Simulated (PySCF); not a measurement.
```xyz
2

Ho    0.0000    0.0000   -0.1583
O     0.0000    0.0000    1.6327
```

Computed with PBE0/x2c-TZVPall, spin-free X2C-1e, Gaussian nucleus, at a bond length of 1.791 Å (PySCF 2.14.0).

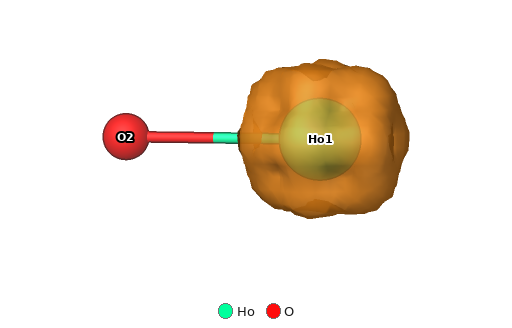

HoO (sextet). Isosurface of the spin density at +0.3 e/Å³ (orange), seen from one side.

Q: Which atoms carry the spin?

A: The unpaired spin (5 electrons) lies mostly on Ho1 (about 5.0), in electrons by Hirshfeld's partition.
